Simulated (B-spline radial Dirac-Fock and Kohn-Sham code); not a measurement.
The ion Co⁴⁺ ([Ar] 3d5), inside a Watson sphere of charge −4 and radius 2.4 Å that stands in for a crystal. The calculation used the spherical Dirac–Fock density (average of configuration) (a B-spline radial atomic code).

Before looking at the plot, say what to expect. Its caption: The X-ray form factor f against Q.

f starts at 23, the number of electrons, falls to half near Q = 6.78 Å⁻¹, and is 12.2 at Q = 6.28 Å⁻¹ and 6.74 at Q = 12.6 Å⁻¹. The initial fall is set by Σ⟨r²⟩ = 10.9 bohr².

Here it is:

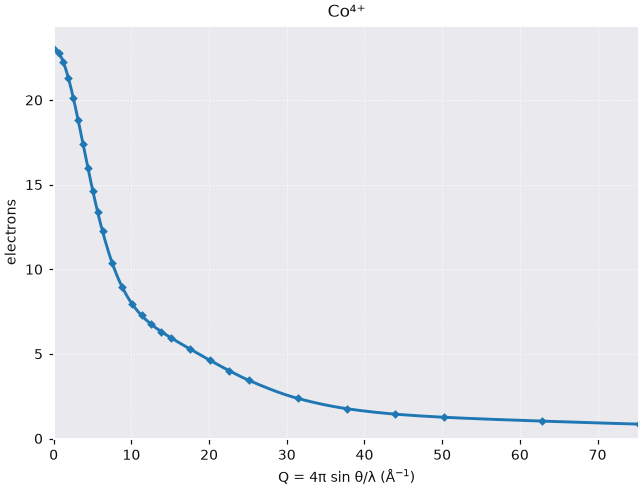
